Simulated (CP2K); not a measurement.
# PM3 run of C3H6BNO (SMILES NB(O)C1C=C1)

What is the energy change on altering one bond length of C3H6BNO at PM3? 

Program for the calculation: CP2K 2026.2.

### Step 1. The system as given

C3H6BNO: 12 atoms, total charge 0, spin state singlet. As SMILES, `NB(O)C1C=C1`. Geometry: a rough force-field guess. This is one conformer, not always the lowest.

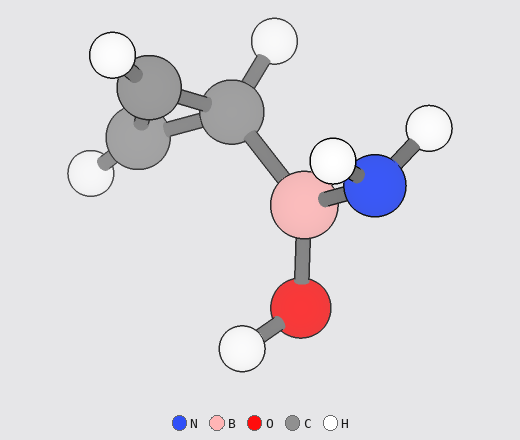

The structure, seen from a chosen angle (nitrogen blue, boron pink, oxygen red, carbon grey, hydrogen white).

### Step 2. A single-point energy at PM3

Contents of calc.inp:

```
&FORCE_EVAL
  METHOD QUICKSTEP
  &DFT
    ! Quickstep
    &QS
      METHOD PM3
      EPS_DEFAULT 1.0E-10
      &SE
        &COULOMB
          CUTOFF [angstrom] 50
          RC_RANGE [angstrom] 0
        &END
        &EXCHANGE
          CUTOFF [angstrom] 50
          RC_RANGE [angstrom] 0
        &END
      &END
    &END
    ! no periodic images
    &POISSON
      PERIODIC NONE
      POISSON_SOLVER ANALYTIC
    &END
    &SCF
      SCF_GUESS ATOMIC
      EPS_SCF 1.0E-07
      MAX_SCF 100
      ADDED_MOS 2
      &DIAGONALIZATION
        ALGORITHM STANDARD
      &END
      &MIXING
        METHOD DIRECT_P_MIXING
        ALPHA 0.4
      &END
    &END
    &PRINT
      &MOMENTS
        PERIODIC F
        REFERENCE COM
        MAX_MOMENT 1
      &END
      &MO ON
        ENERGIES T
        OCCUPATION_NUMBERS T
        NDIGITS 6
        &EACH
          QS_SCF 0
        &END
        ADD_LAST NUMERIC
      &END
      &HIRSHFELD OFF
      &END
    &END
  &END
  ! atoms, cell and kinds
  &SUBSYS
    &CELL
      ABC 20.6 20.2 19.4
      PERIODIC NONE
    &END
    &COORD
      UNIT bohr
      N     -3.0214831     0.6965530     2.2017199
      B     -0.9828466     1.3248870     0.3327808
      O     -0.0634948     3.9075757     0.0776677
      C      0.2124052    -0.8350700    -1.4583017
      C      2.6484512    -0.6627270    -2.0707619
      C      1.7444062    -2.4543763    -0.2091927
      H     -4.5640665     0.0466762     1.1396938
      H     -2.4152590    -0.6134051     3.3793972
      H      1.4144600     4.0230379     1.4133262
      H     -1.1224973    -1.7791771    -2.8555651
      H      4.1551298     0.2246884    -3.0449157
      H      2.1401148    -3.9831647     1.1585911
    &END
    &TOPOLOGY
      &CENTER_COORDINATES
      &END
    &END
  &END
&END

&GLOBAL
  PROJECT calc
  RUN_TYPE ENERGY
  PRINT_LEVEL MEDIUM
&END
```

Started as:

```console
$ OMP_NUM_THREADS=1 cp2k.psmp -i calc.inp > calc.out 2>&1
```

Standard output:

```text
CP2K| version string:                                       CP2K version 2026.2
[...]
 GLOBAL| Method name                                                        CP2K
[...]
 GLOBAL| Run type                                                         ENERGY
[...]
                             - Atoms:                                         12
[...]
                             - Spherical basis functions:                     30
[...]
 Number of electrons:                                                         32
[...]
     1 P_Mix/Diag. 0.40E+00    0.0     0.76653239       -26.7113555354 -2.67E+01
[...]
    24 DIIS/Diag.  0.33E-07    0.0     0.00000002       -35.2429876994  2.84E-14
  *** SCF run converged in    24 steps ***
  Core-core repulsion energy [eV]:                           2494.34327317501220
  Core Hamiltonian energy [eV]:                             -1513.72546617732269
  Two-electron integral energy [eV]:                        -3879.25654707730564
  Electronic energy [eV]:                                   -3453.35373971597573
  Total energy [eV]:                                         -959.01046654096331
  Atomic reference energy [eV]:                               960.35047818908629
  Heat of formation [kcal/mol]:                                30.90140515515260
[...]
 SE_DIPOLE| Moment [Debye]         -1.69574813       2.47725335      -0.40681930
 SE_DIPOLE| Derivative [a.u.]       0.00000000       0.00000000       0.00000000
 ENERGY| Total FORCE_EVAL ( QS ) energy [hartree]            -35.242987699425655
[...]
```

Run time: 0.99 s. Hardware: 1 thread of Intel Xeon Platinum 8488C (Sapphire Rapids), shared host; peak memory 0.19 GiB.

### Step 3. The distorted shape

Contents of molecule.inp:

```
&global
 project molecule
 run_type ENERGY
 print_level MEDIUM
&end global
&force_eval
 method QUICKSTEP
 &dft
  &qs
   method PM3
   eps_default 1.0E-10
   &se
    &coulomb
     cutoff [angstrom] 50
     rc_range [angstrom] 0
    &end coulomb
    &exchange
     cutoff [angstrom] 50
     rc_range [angstrom] 0
    &end exchange
   &end se
  &end qs
  &poisson
   periodic NONE
   poisson_solver ANALYTIC
  &end poisson
  &scf
   scf_guess ATOMIC
   eps_scf 1.0E-07
   max_scf 100
   added_mos 2
   &diagonalization
    algorithm STANDARD
   &end diagonalization
   &mixing
    method DIRECT_P_MIXING
    alpha 0.4
   &end mixing
  &end scf
  &print
   &moments
    periodic F
    reference COM
    max_moment 1
   &end moments
   &mo ON
    energies T
    occupation_numbers T
    ndigits 6
    &each
     qs_scf 0
    &end each
    add_last NUMERIC
   &end mo
   &hirshfeld OFF
   &end hirshfeld
  &end print
 &end dft
 &subsys
  &cell
   abc 20.8 20.2 19.5
   periodic NONE
  &end cell
  &coord
   UNIT bohr
   N     -3.3228661     0.5190416     2.3965809
   B     -1.2842295     1.1473756     0.5276418
   O     -0.3648778     3.7300643     0.2725287
   C     -0.0889778    -1.0125814    -1.2634407
   C      2.3470682    -0.8402384    -1.8759009
   C      1.4430232    -2.6318877    -0.0143317
   H     -4.8654495    -0.1308352     1.3345548
   H     -2.7166419    -0.7909165     3.5742582
   H      1.1130770     3.8455265     1.6081872
   H     -1.4238803    -1.9566886    -2.6607041
   H      4.1551298     0.2246884    -3.0449157
   H      1.8387319    -4.1606761     1.3534521
  &end coord
  &topology
   &center_coordinates
   &end center_coordinates
  &end topology
 &end subsys
&end force_eval
```

Started as:

```console
$ OMP_NUM_THREADS=1 cp2k.psmp molecule.inp > molecule.out
```

Standard output:

```text
CP2K| version string:                                       CP2K version 2026.2
[...]
 GLOBAL| Method name                                                        CP2K
[...]
 GLOBAL| Run type                                                         ENERGY
[...]
                             - Atoms:                                         12
[...]
                             - Spherical basis functions:                     30
[...]
 Number of electrons:                                                         32
[...]
     1 P_Mix/Diag. 0.40E+00    0.0     0.76639202       -26.7743635793 -2.68E+01
[...]
    24 DIIS/Diag.  0.27E-07    0.0     0.00000001       -35.2240586417 -7.82E-14
  *** SCF run converged in    24 steps ***
  Core-core repulsion energy [eV]:                           2483.90819024272969
  Core Hamiltonian energy [eV]:                             -1512.63254074057613
  Two-electron integral energy [eV]:                        -3859.54206037201948
  Electronic energy [eV]:                                   -3442.40357092658587
  Total energy [eV]:                                         -958.49538068385618
  Atomic reference energy [eV]:                               960.35047818908629
  Heat of formation [kcal/mol]:                                42.77956814161120
[...]
 SE_DIPOLE| Moment [Debye]         -1.92697979       2.32948355      -0.22367612
 SE_DIPOLE| Derivative [a.u.]       0.00000000       0.00000000       0.00000000
 ENERGY| Total FORCE_EVAL ( QS ) energy [hartree]            -35.224058641652540
[...]
```

Run time: 1.1 s. Hardware: 1 thread of Intel Xeon Platinum 8488C (Sapphire Rapids), shared host; peak memory 0.19 GiB.

### Step 4. Outcome

Level: PM3.

| quantity | value |
| --- | --- |
| first shape: total energy | -35.24299 Eh |
| first shape: dipole moment | 3.03 D |
| first shape: HOMO energy | -8.67 eV |
| first shape: LUMO energy | -0.19 eV |
| first shape: HOMO–LUMO gap | 8.48 eV |
| first shape: heat of formation | 30.9 kcal/mol |
| distorted shape: total energy | -35.22406 Eh |
| distorted shape: dipole moment | 3.03 D |
| distorted shape: HOMO energy | -8.59 eV |
| distorted shape: LUMO energy | -0.09 eV |
| distorted shape: HOMO–LUMO gap | 8.50 eV |
| distorted shape: heat of formation | 42.8 kcal/mol |
| energy change with the C5–H11 bond stretched from 1.059 to 1.271 Å | 0.515 eV |

What this shows: With the C5–H11 bond stretched from 1.059 to 1.271 Å the energy rises by 0.52 eV (49.7 kJ/mol). The first shape isn't relaxed at this level, so the change isn't measured from a minimum.
